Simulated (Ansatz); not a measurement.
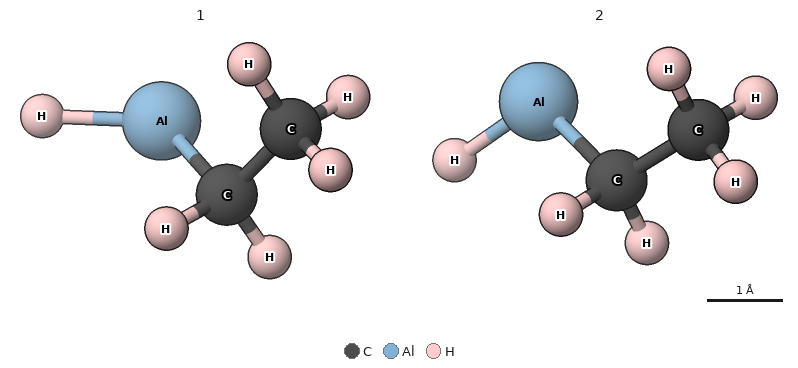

Two geometries of C₂H₆Al (multiplicity 2), drawn at one scale. One is the start of a relaxation, the other its converged end. Style: ball-and-stick. Shown from a free direction.

Computed with UKS BHLYP-D4/def2-SVP in Ansatz 0.2.0. (collinear spin; force threshold 0.015 eV/Å; at most 40 steps)

**Which geometry has the lower energy?**

Structure 2 is the relaxed one. The run prepares an end point of a later path (torsion) calculation, from a guessed geometry. An H atom moves most after the best rigid fit: 0.75 Å. Largest moves by element: H 0.75 Å, Al 0.46 Å, C 0.23 Å. Among the contacts that change: C–C 1.454 → 1.524 Å, C–H 1.157 → 1.101 Å, C–H 1.061 → 1.094 Å, Al–C 1.989 → 1.975 Å. Among the angles between lasting bonds that change: C–C–Al 110.7° → 119.6°, C–Al–H 122.0° → 116.5°, Al–C–H 108.6° → 105.1°. Groups turn about Al–C by about 55°. The energy falls by 7.20 kcal/mol in 10 accepted moves (11 points after the start). Largest force component: 3.7 eV/Å at the start, 0.0024 eV/Å at the end. The line search rejected the trial step at point 8 of the run. The run took 20 s on 2 threads of Intel(R) Xeon(R) Platinum 8488C (Sapphire Rapids) (shared host), peak memory 0.2 GiB.
